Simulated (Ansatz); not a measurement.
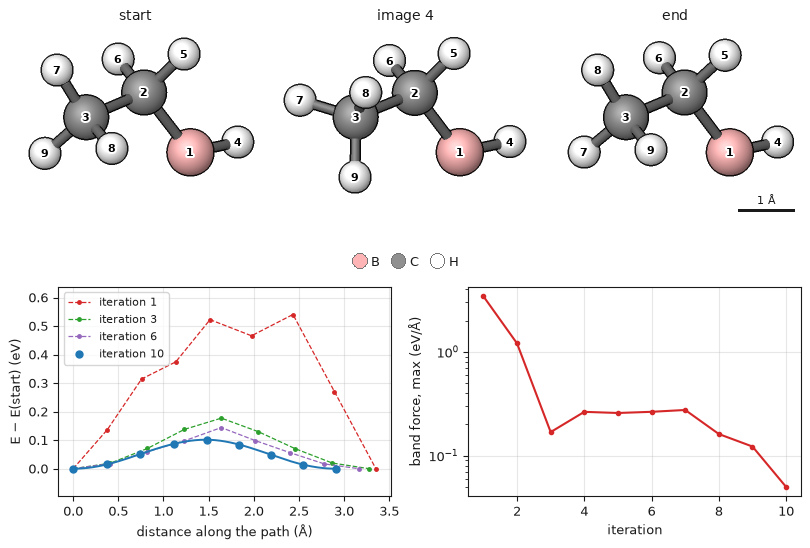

NEB run on C2H6B (multiplicity 2). Images are numbered from 0 (start) to 8 (end). The plot follows the band through its iterations. A ball-and-stick model, seen from a free direction.

Computed with UKS CAM-B3LYP/6-31G* (Ansatz 0.2.0). Run with 7 movable images; climbing image; force threshold 0.05 eV/Å; iteration limit 41; starting path through a guess of the saddle point.

**Did the band converge, and can the barrier be trusted?**

The result is final at these settings. The band converged in 10 iterations. The largest component of the band force went from 3.4 to 0.05 eV/Å. The climbing image converged on the top of the path. Its vibrational analysis gives one imaginary mode (239i cm⁻¹), as a transition state must have. The first iteration put the highest image at 0.540 eV. The two ends have the same energy, and the highest point, image 4, lies 0.102 eV above the start.
